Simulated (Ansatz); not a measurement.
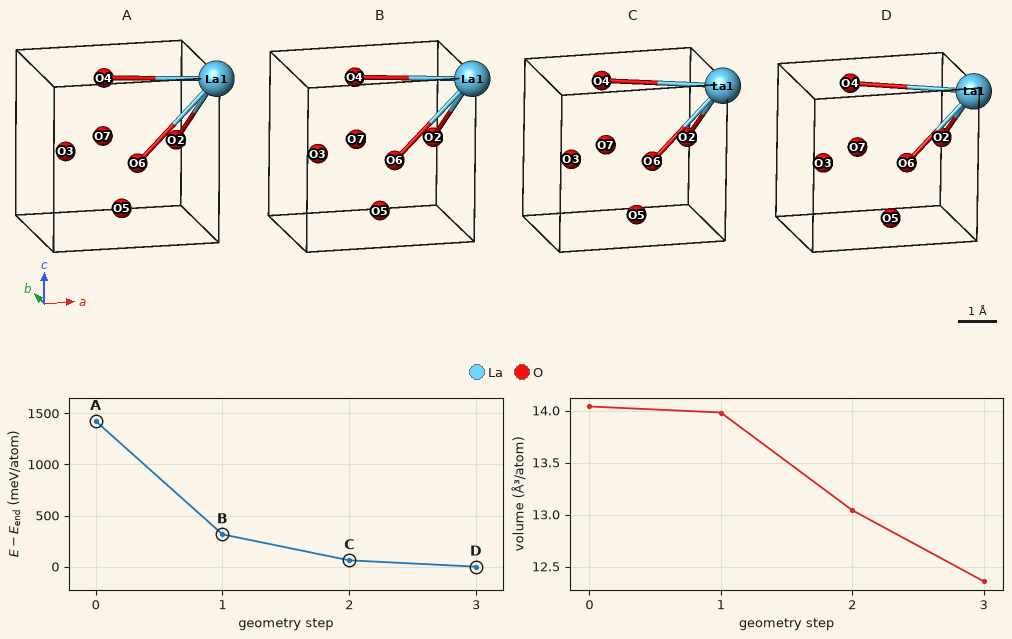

Frames of a relaxation of solid LaO₆ (a generated structure, set up in P1) (coarse preliminary run), marked on the history of the run. Style: ball-and-stick. Shown: the cell of the calculation, slightly off an axis.

The calculation used DFT PBE, scalar-relativistic, plane waves, PAW (Ansatz).

The input:
```yaml
crystal:
  lattice:
    - [4.5836981524, 0.0331634372, 0.0122786883]
    - [0.0331634372, 4.6786944349, -0.0445796111]
    - [0.0122786883, -0.0445796111, 4.5832261088]
  atoms:
    - { symbol: La, position: [-0.0108131026, 0.0335954234, -0.0138042649] }
    - { symbol: O, position: [0.8597112129, 0.521853934, 0.5137314576] }
    - { symbol: O, position: [0.1659227664, 0.4099402291, 0.5084522244] }
    - { symbol: O, position: [0.429265826, 0.5562380473, 0.9054581977] }
    - { symbol: O, position: [0.5214107419, 0.4733131075, 0.1288164384] }
    - { symbol: O, position: [0.5305546586, 0.102950645, 0.4856957567] }
    - { symbol: O, position: [0.5039478969, 0.9021086136, 0.4716501901] }
basis:
  ecutwfc: 420
kpoints:
  mp_grid: { grid: [6, 6, 6] }
hamiltonian:
  xc: pbe
scf:
  occupations: { method: gaussian, width: 0.2 }
  lower_state_search: "off"
output:
  forces: true
  stress: true
  eigenvalues: true
relax:
  adjacent_minimum: "off"
  f_tol: 0.025
  max_steps: 60
  cell: { stress_tol: 0.25 }
```

Launched with:
```bash
ansatz run input.yaml --threads 1 --pin off --max-ram 2048MiB --backend cpu --events-out ev --progress --plain --runs-dir out
```

Question: What happens along the run?

Answer: The run was cut off at its time limit before the relaxation converged, so the last structure is only a point on the way. After 3 geometry steps the energy has fallen by 1425 meV per atom. Largest force component: 54 eV/Å at the start, 3 eV/Å at the end. The pressure goes from 30.56 to −3.13 GPa. The largest move relative to the cell is that of O4, 0.43 Å along [−2 1 1]. Largest moves by element: O 0.43 Å, La 0.42 Å. The drawn cell changes as follows: a 4.584 → 4.554 Å (−0.6 %), b 4.679 → 4.479 Å (−4.3 %), c 4.583 → 4.244 Å (−7.4 %), β 89.7° → 88.5°, γ 89.2° → 89.4°; the volume changes by −12.0 %. Near-neighbour distances that change, for instance: La1–O3 2.953 → 2.216 Å, La1–O5 3.011 → 2.404 Å, La1–O2 3.229 → 2.683 Å, La1–O4 3.218 → 2.709 Å. Among the angles between lasting bonds that change: La1–O4–O5 112.7° → 148.8°, La1–O5–O4 107.3° → 141.5°, La1–O2–O3 94.6° → 124.7°. The space group stays P1 (No. 1). From step 0 to 1: O7 moves most (0.19 Å), volume −0.4 %, energy −1109 meV per atom. From step 1 to 2: O4 moves most (0.19 Å), volume −6.7 %, energy −254 meV per atom. From step 2 to 3: La1 moves most (0.18 Å), volume −5.2 %, energy −62.0 meV per atom.

```csv
step,"E − E(0), meV/atom","largest force component, eV/Å","pressure, GPa","volume, Å³/atom"
0,0.00,54.3985,30.56,14.039
1,-1108.51,2.9119,-3.48,13.981
2,-1362.91,2.8838,-7.76,13.042
3,-1424.91,3.0064,-3.13,12.359
```
